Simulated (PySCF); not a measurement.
# C₂H₈OP₂Si (SMILES OC/P=P\C[SiH3]): what the fields show

The calculation's input:

```
{"job": {"kind": "uv", "xc": "CAM-B3LYP", "basis": "def2-SVPD", "nstates": 8, "ntriplets": 3}, "charge": 0, "multiplicity": 1}
O      1.379136    -1.060208     0.253052
C      2.114357     0.016054    -0.269553
P      1.649870     1.696004     0.477594
P     -0.310709     2.036788     0.043185
C     -0.981345     0.607219    -0.911675
Si    -1.976093    -0.572570     0.221993
H      1.583572    -1.148365     1.190482
H      1.939202     0.027570    -1.349616
H      3.190706    -0.122342    -0.106008
H     -0.207695     0.053369    -1.437717
H     -1.666221     1.026804    -1.650514
H     -2.446169    -1.667937    -0.628072
H     -1.160787    -1.075435     1.324680
H     -3.108502     0.182575     0.765243
```

Command:

```sh
OMP_NUM_THREADS=1 python probes_run.py task.json out
```

Geometry: GFN2-xTB.

The calculation used PySCF 2.14.0, CAM-B3LYP/def2-SVPD, SCF density, gas phase.

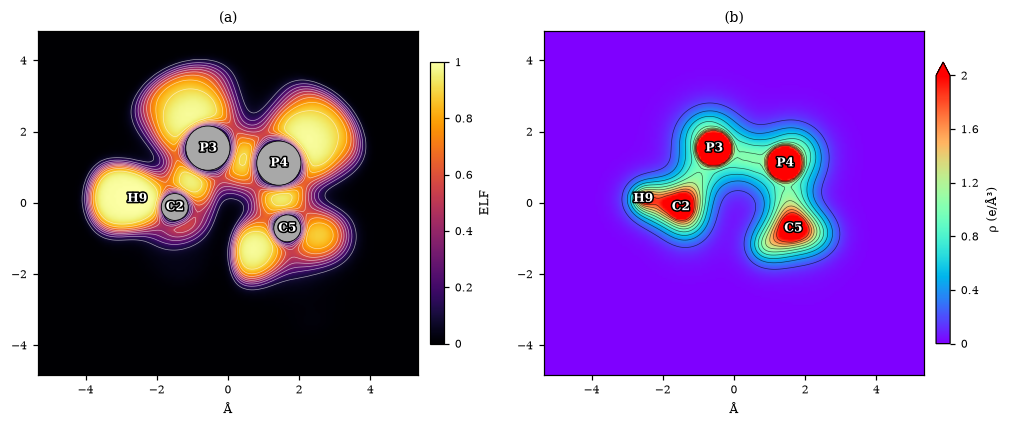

Figure 1. (a) ELF; (b) total electron density on the plane of atoms C2, P3 and P4. Grey discs cover the atomic cores in the ELF map.

**Read the bonding off the picture.**

- Atoms in the plane: C, P and H.
- C–P (1.85 Å): ρ at the midpoint is about 1.1 e/Å³; the ELF peaks at about 0.95 between the atoms, as expected for a covalent bond.
- P–P (2.04 Å): ρ is about 1 e/Å³ halfway; the ELF peaks at about 0.90 between the atoms (localised, covalent bonding).
- C–P (1.90 Å): ρ is about 1.1 e/Å³ halfway; the ELF peaks at about 0.95 between the atoms, as expected for localised, covalent bonding.
- C–H (1.10 Å): ρ is about 2 e/Å³ halfway; the ELF climbs to about 1 towards the hydrogen, as it does in any bond to H; an ordinary covalent bond to hydrogen.
- The ELF also peaks beside P4 and P3, away from the bonds: lone-pair regions.

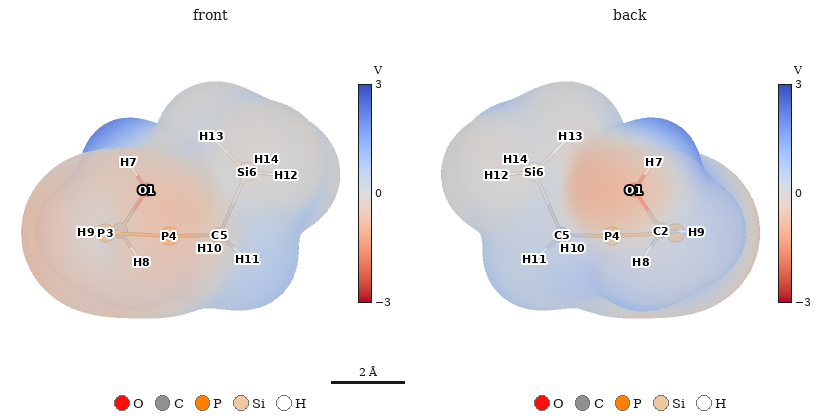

Figure 2. The molecular electrostatic potential painted on the density surface at 0.001 e/bohr³, seen from the front and from behind; red is negative and blue positive.

**Which sites attract a positive test charge, and which a negative one?**

A positive charge is drawn to the negative regions and a negative charge to the positive ones. The most negative region (about −0.9 V) lies over O1, the most positive (about +2.0 V) over H7.
